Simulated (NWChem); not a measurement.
**CH4GeN (SMILES [H]/N=[C]\[GeH3]) at 4 levels**

We compute a comparison of 4 runs (UHF/STO-3G, UHF/3-21G, UB3LYP/6-31G*) of CH4GeN. 

The calculation is run with NWChem 7.3.0.

### 1 Starting point

CH4GeN has 7 atoms, charge 0, and is taken as a doublet. As SMILES, `[H]/N=[C]\[GeH3]`. Geometry: a GFN2-xTB relaxation, a rough one for these elements and not checked as a minimum.

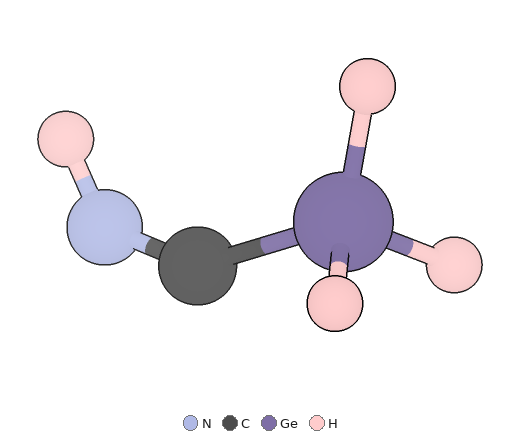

The structure, seen from a chosen angle (nitrogen light blue, carbon dark grey, germanium purple, hydrogen pink).

### 2 Energy and gradient at UHF/STO-3G (run 1)

The input, ch4gen.xyz:

```xyz
7

N     -0.664770    -1.949400     0.018900
C      0.058290    -1.024760    -0.273550
Ge     0.401850     0.868070    -0.084080
H     -1.475600    -2.007270     0.630310
H      0.350470     1.388670    -1.480660
H     -0.476080     1.748200     0.782270
H      1.805850     0.976480     0.406810
```

The input, ch4gen.nw:

```
start ch4gen
memory stack 880 mb heap 220 mb global 1100 mb
geometry units angstrom noautosym nocenter noautoz
load format xyz ch4gen.xyz
end
basis spherical bse
* library STO-3G
end
scf
doublet
uhf
thresh 1e-08
maxiter 80
print low
end
task scf gradient
```

Started as:

```bash
$ nwchem ch4gen.nw > ch4gen.out
```

The program printed:

```text
[...]
  functions       =    32
[...]
  wavefunction    = UHF
[...]
         Total SCF energy =  -2145.134784174550
      One electron energy =  -3328.836777518298
      Two electron energy =   1022.202041706484
 Nuclear repulsion energy =    161.499951637264
                       Sz =      0.5000
                 Sz(Sz+1) =      0.7500
                      S^2 =      0.9058
[...]
                         UHF ENERGY GRADIENTS
    atom               coordinates                        gradient
                 x          y          z           x          y          z
   1 N      -1.256233  -3.683832   0.035716    0.019602   0.086247   0.006655
   2 C       0.110152  -1.936516  -0.516935   -0.038033  -0.086580   0.006829
   3 Ge      0.759386   1.640414  -0.158888   -0.010397  -0.015403   0.005554
   4 H      -2.788480  -3.793190   1.191113    0.020550  -0.016553  -0.019324
   5 H       0.662292   2.624206  -2.798042   -0.000177   0.006188  -0.021901
   6 H      -0.899661   3.303619   1.478276   -0.013633   0.025058   0.015744
   7 H       3.412562   1.845280   0.768759    0.022088   0.001043   0.006443
 Task  times  cpu:        3.5s     wall:        3.5s
 Total times  cpu:        3.5s     wall:        3.5s
```

Run time: 4.2 s. Hardware: 1 thread of AMD EPYC 9R45 (Zen 5), shared host; peak memory 0.1 GiB.

### 3 Energy and gradient at UHF/3-21G (run 2)

The input, ch4gen.nw:

```
start ch4gen
title "CH4GeN gradient"
memory total 2200 mb
charge 0

geometry units angstroms noautosym nocenter noautoz
  N     -0.664770    -1.949400     0.018900
  C      0.058290    -1.024760    -0.273550
  Ge     0.401850     0.868070    -0.084080
  H     -1.475600    -2.007270     0.630310
  H      0.350470     1.388670    -1.480660
  H     -0.476080     1.748200     0.782270
  H      1.805850     0.976480     0.406810
end

basis spherical bse
  * library 3-21G
end

scf
  nopen 1
  uhf
  thresh 1e-08
  maxiter 80
  print low
end

task scf gradient
```

Started as:

```bash
$ nwchem ch4gen.nw > ch4gen.out
```

The program printed:

```text
[...]
  functions       =    48
[...]
  wavefunction    = UHF
[...]
         Total SCF energy =  -2159.359861107348
      One electron energy =  -3331.717596835242
      Two electron energy =   1010.857784090630
 Nuclear repulsion energy =    161.499951637264
                       Sz =      0.5000
                 Sz(Sz+1) =      0.7500
                      S^2 =      0.8077
[...]
                         UHF ENERGY GRADIENTS
    atom               coordinates                        gradient
                 x          y          z           x          y          z
   1 N      -1.256233  -3.683832   0.035716    0.005584   0.023301  -0.000480
   2 C       0.110152  -1.936516  -0.516935    0.005810  -0.009797  -0.005832
   3 Ge      0.759386   1.640414  -0.158888   -0.004671   0.000008   0.003800
   4 H      -2.788480  -3.793190   1.191113   -0.003933  -0.007360   0.002037
   5 H       0.662292   2.624206  -2.798042    0.002501  -0.005936   0.015242
   6 H      -0.899661   3.303619   1.478276    0.009243  -0.000048  -0.007392
   7 H       3.412562   1.845280   0.768759   -0.014534  -0.000168  -0.007374
 Task  times  cpu:        3.8s     wall:        3.8s
 Total times  cpu:        3.8s     wall:        3.8s
```

Wall time 4.5 s (1 thread of AMD EPYC 9R45 (Zen 5), shared host); peak memory 0.099 GiB.

Run 3 isn't shown in full; the table further down has it.

### 4 Energy and forces at UB3LYP/6-31G(d) (Cartesian functions) (run 4)

The input, run.py:

```python
from ase import Atoms
from ase.calculators.nwchem import NWChem

atoms = Atoms(['N', 'C', 'Ge', 'H', 'H', 'H', 'H'], positions=[
    [-0.664770, -1.949400, 0.018900],
    [0.058290, -1.024760, -0.273550],
    [0.401850, 0.868070, -0.084080],
    [-1.475600, -2.007270, 0.630310],
    [0.350470, 1.388670, -1.480660],
    [-0.476080, 1.748200, 0.782270],
    [1.805850, 0.976480, 0.406810],
])

calc = NWChem(
    label='ch4gen',
    theory='dft',
    memory='2200 mb',
    basis='6-31G*',
    dft={'xc': 'b3lyp', 'mult': '2', 'grid': 'xfine', 'convergence': 'energy 1e-08', 'iterations': '100', 'mulliken': None},
)
atoms.calc = calc

forces = atoms.get_forces()
print("Total energy (eV):", round(atoms.get_potential_energy(), 6))
print("forces (eV/A):")
for s, f in zip(atoms.symbols, forces):
    print(f"{s:2s} {f[0]:10.5f} {f[1]:10.5f} {f[2]:10.5f}")
```

Started as:

```bash
$ export ASE_NWCHEM_COMMAND="nwchem PREFIX.nwi > PREFIX.nwo"
$ python run.py
```

The program printed:

```text
Total energy (eV): -59101.173088
forces (eV/A):
N    -0.14784   -1.26637   -0.14923
C     0.31733    0.43806   -0.14223
Ge   -0.11498   -0.10130    0.06309
H    -0.34108    0.31522    0.30900
H    -0.05965    0.32956   -0.89819
H    -0.53818    0.26452    0.47751
H     0.88441    0.02031    0.34000
```

The calculator wrote ch4gen.nwi:

```
title "ch4gen"

permanent_dir ch4gen

scratch_dir ch4gen

start ch4gen

geometry units angstrom nocenter noautosym noautoz
  N  -6.6476999999999997e-01 -1.9494000000000000e+00 1.8900000000000000e-02
  C  5.8290000000000002e-02 -1.0247599999999999e+00 -2.7355000000000002e-01
  Ge 4.0184999999999998e-01 8.6807000000000001e-01 -8.4080000000000002e-02
  H  -1.4756000000000000e+00 -2.0072700000000001e+00 6.3031000000000004e-01
  H  3.5047000000000000e-01 1.3886700000000001e+00 -1.4806600000000001e+00
  H  -4.7608000000000000e-01 1.7482000000000000e+00 7.8227000000000002e-01
  H  1.8058500000000000e+00 9.7648000000000001e-01 4.0681000000000000e-01
end

memory 2200 mb

basis noprint
   * library 6-31G*
end

dft
  xc b3lyp
  mult 2
  grid xfine
  convergence energy 1e-08
  iterations 100
  mulliken
end

task dft gradient
```

ch4gen.nwo:

```text
Northwest Computational Chemistry Package (NWChem) 7.3.0
             --------------------------------------------------------

           Job information
           ---------------

    nwchem branch   = 7.3.0
    use scalapack   = T
    input           = ch4gen.nwi
    prefix          = ch4gen.
    data base       = ch4gen/ch4gen.db
    status          = startup
    nproc           =        1

           Memory information
           ------------------

[... 5 lines left out ...]
    hardfail = no
[... 125 lines left out ...]
          Convergence on energy requested:  1.00D-08
[... 30 lines left out ...]
          total energy or number of iterations.
[... 93 lines left out ...]
      One electron energy =    -3342.680283846973
[... 1170 lines left out ...]
          Convergence on energy requested:  1.00D-08
[... 30 lines left out ...]
          total energy or number of iterations.
[... 38 lines left out ...]
                 ----------------------------------------
                 |  Time  |  1-e(secs)   |  2-e(secs)   |
                 ----------------------------------------
                 |  CPU   |       0.00   |       3.08   |
                 ----------------------------------------
                 |  WALL  |       0.00   |       3.08   |
                 ----------------------------------------

 Task  times  cpu:       27.0s     wall:       27.0s
 Total times  cpu:       27.0s     wall:       27.0s
```

Run time: 28 s. Hardware: 1 thread of AMD EPYC 9R45 (Zen 5), shared host; peak memory 0.14 GiB.

### 5 All runs side by side

| run | level | iteration cap | module | energy (Eh) | ⟨S²⟩ | largest force (eV/Å) | wall time |
| --- | --- | --- | --- | --- | --- | --- | --- |
| 1 | UHF/STO-3G | 80 | scf | -2145.134784 | 0.906 | 4.875 | 4.2 s |
| 2 | UHF/3-21G | 80 | scf | -2159.359861 | 0.808 | 1.232 | 4.5 s |
| 3 | UB3LYP/6-31G* (spherical functions) | 100 | dft | -2171.920550 | 0.753 | 1.298 | 26 s |
| 4 | UB3LYP/6-31G* (Cartesian functions) | 100 | dft | -2171.928068 | 0.753 | 1.284 | 28 s |

### 6 What came out

```
                                 quantity           value
                      run 4: total energy  -2171.92807 Eh
                     run 4: dipole moment          1.83 D
run 4: HOMO energy (highest over α and β)        -4.63 eV
 run 4: LUMO energy (lowest over α and β)        -1.59 eV
                              run 4: ⟨S²⟩           0.753
          run 4: largest force on an atom      1.284 eV/Å
```

**Reading.** In run 1 the basis is minimal, so the values are rough. Spin contamination of the reference: run 1 ⟨S²⟩ = 0.91. All runs together took 63 s, the longest 28 s.
